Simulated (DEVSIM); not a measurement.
System: illuminated Si n-on-p cell, one wavelength, with a back-surface field, at 300 K.

```tsv
layer (left to right)	material	thickness (μm)	Nd (cm⁻³)	Na (cm⁻³)	τn (s)	τp (s)	absorption coefficient (cm⁻¹)
1	Si	0.140	5.5e18	-	1.5e-6	3.8e-5	11000
2	Si	21.0	-	2.7e17	4.5e-5	4.5e-5	11000
3	Si	1.50	-	3.9e18	4.5e-5	4.5e-5	11000
```

Left contact: ohmic, minority hole recombination velocity 6000 cm/s. Right contact: ohmic, minority electron recombination velocity 1000 cm/s. Voltage is applied to the left contact. Recombination: SRH at mid-gap, radiative, Auger. Gap narrowing is on: ΔEg = 6.92 meV × (l + √(l² + 0.5)), l = ln(N/1.3e17 cm⁻³), shared equally by both band edges. Light enters at the left, 1.9e18 photons cm⁻² s⁻¹, one pass, no reflection. Mobility is μmin + (μ − μmin)/(1 + (N/Nref)^α).

Constants are typed, rounded textbook-type inputs, not results; the design itself was drawn at random and stands for no fabricated device. Values at 300 K.

```csv
parameter,Si
gap (eV),1.124
affinity (eV),4.05
permittivity,11.7
Nc (cm⁻³),2.86e19
Nv (cm⁻³),3.1e19
μn (cm²/Vs),1417
μp (cm²/Vs),470
"μn,min",52
"μp,min",45
"Nref,n",9.7e16
"Nref,p",2.2e17
αn,0.68
αp,0.72
B (cm³/s),4.7e-15
Cn (cm⁶/s),2.8e-31
Cp (cm⁶/s),9.9e-32
```

Simulated with DEVSIM: 1D drift-diffusion, Boltzmann statistics, complete ionisation; no tunnelling, impact ionisation, image-force lowering or self-heating.

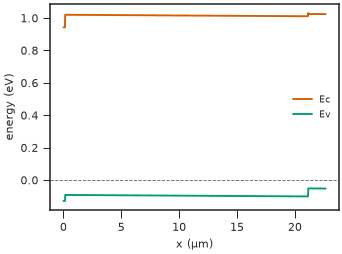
Figure: Band edges at -0.9 V on the left contact, in the dark

Energies count from the Fermi level of the right contact; mesh points crowd at the junctions.

```json
[
 {"x (μm)": "0.000", "Ec (eV)": "0.943", "Ev (eV)": "-0.129", "n (cm⁻³)": "5.5e18", "p (cm⁻³)": "1.3e17", "field (V/cm)": "-2500"},
 {"x (μm)": "0.03307", "Ec (eV)": "0.942", "Ev (eV)": "-0.130", "n (cm⁻³)": "5.6e18", "p (cm⁻³)": "1.2e17", "field (V/cm)": "≈ 0"},
 {"x (μm)": "0.09046", "Ec (eV)": "0.942", "Ev (eV)": "-0.130", "n (cm⁻³)": "5.6e18", "p (cm⁻³)": "1.3e17", "field (V/cm)": "≈ 0"},
 {"x (μm)": "0.1325", "Ec (eV)": "0.942", "Ev (eV)": "-0.129", "n (cm⁻³)": "5.6e18", "p (cm⁻³)": "1.3e17", "field (V/cm)": "1900"},
 {"x (μm)": "0.1825", "Ec (eV)": "1.020", "Ev (eV)": "-0.092", "n (cm⁻³)": "2.8e17", "p (cm⁻³)": "5.5e17", "field (V/cm)": "≈ 0"},
 {"x (μm)": "0.2929", "Ec (eV)": "1.020", "Ev (eV)": "-0.092", "n (cm⁻³)": "2.8e17", "p (cm⁻³)": "5.5e17", "field (V/cm)": "≈ 0"},
 {"x (μm)": "0.5863", "Ec (eV)": "1.020", "Ev (eV)": "-0.092", "n (cm⁻³)": "2.8e17", "p (cm⁻³)": "5.5e17", "field (V/cm)": "≈ 0"},
 {"x (μm)": "1.847", "Ec (eV)": "1.019", "Ev (eV)": "-0.093", "n (cm⁻³)": "2.8e17", "p (cm⁻³)": "5.5e17", "field (V/cm)": "≈ 0"},
 {"x (μm)": "4.909", "Ec (eV)": "1.018", "Ev (eV)": "-0.094", "n (cm⁻³)": "2.9e17", "p (cm⁻³)": "5.6e17", "field (V/cm)": "≈ 0"},
 {"x (μm)": "12.22", "Ec (eV)": "1.014", "Ev (eV)": "-0.097", "n (cm⁻³)": "3.1e17", "p (cm⁻³)": "5.8e17", "field (V/cm)": "≈ 0"},
 {"x (μm)": "17.80", "Ec (eV)": "1.012", "Ev (eV)": "-0.100", "n (cm⁻³)": "3.3e17", "p (cm⁻³)": "6.0e17", "field (V/cm)": "≈ 0"},
 {"x (μm)": "20.25", "Ec (eV)": "1.011", "Ev (eV)": "-0.101", "n (cm⁻³)": "3.4e17", "p (cm⁻³)": "6.1e17", "field (V/cm)": "≈ 0"},
 {"x (μm)": "20.82", "Ec (eV)": "1.011", "Ev (eV)": "-0.101", "n (cm⁻³)": "3.4e17", "p (cm⁻³)": "6.1e17", "field (V/cm)": "≈ 0"},
 {"x (μm)": "21.04", "Ec (eV)": "1.011", "Ev (eV)": "-0.101", "n (cm⁻³)": "3.4e17", "p (cm⁻³)": "6.1e17", "field (V/cm)": "≈ 0"},
 {"x (μm)": "21.13", "Ec (eV)": "1.013", "Ev (eV)": "-0.099", "n (cm⁻³)": "3.1e17", "p (cm⁻³)": "6.6e17", "field (V/cm)": "5000"},
 {"x (μm)": "21.16", "Ec (eV)": "1.024", "Ev (eV)": "-0.052", "n (cm⁻³)": "2.0e17", "p (cm⁻³)": "4.1e18", "field (V/cm)": "≈ 0"},
 {"x (μm)": "21.23", "Ec (eV)": "1.024", "Ev (eV)": "-0.052", "n (cm⁻³)": "2.0e17", "p (cm⁻³)": "4.1e18", "field (V/cm)": "≈ 0"},
 {"x (μm)": "21.41", "Ec (eV)": "1.024", "Ev (eV)": "-0.052", "n (cm⁻³)": "2.0e17", "p (cm⁻³)": "4.1e18", "field (V/cm)": "≈ 0"},
 {"x (μm)": "22.08", "Ec (eV)": "1.024", "Ev (eV)": "-0.052", "n (cm⁻³)": "1.9e17", "p (cm⁻³)": "4.1e18", "field (V/cm)": "≈ 0"},
 {"x (μm)": "22.45", "Ec (eV)": "1.024", "Ev (eV)": "-0.052", "n (cm⁻³)": "1.9e17", "p (cm⁻³)": "4.1e18", "field (V/cm)": "≈ 0"},
 {"x (μm)": "22.58", "Ec (eV)": "1.024", "Ev (eV)": "-0.052", "n (cm⁻³)": "1.9e17", "p (cm⁻³)": "4.1e18", "field (V/cm)": "≈ 0"},
 {"x (μm)": "22.64", "Ec (eV)": "1.023", "Ev (eV)": "-0.054", "n (cm⁻³)": "2.0e17", "p (cm⁻³)": "3.9e18", "field (V/cm)": "-6200"}
]
```
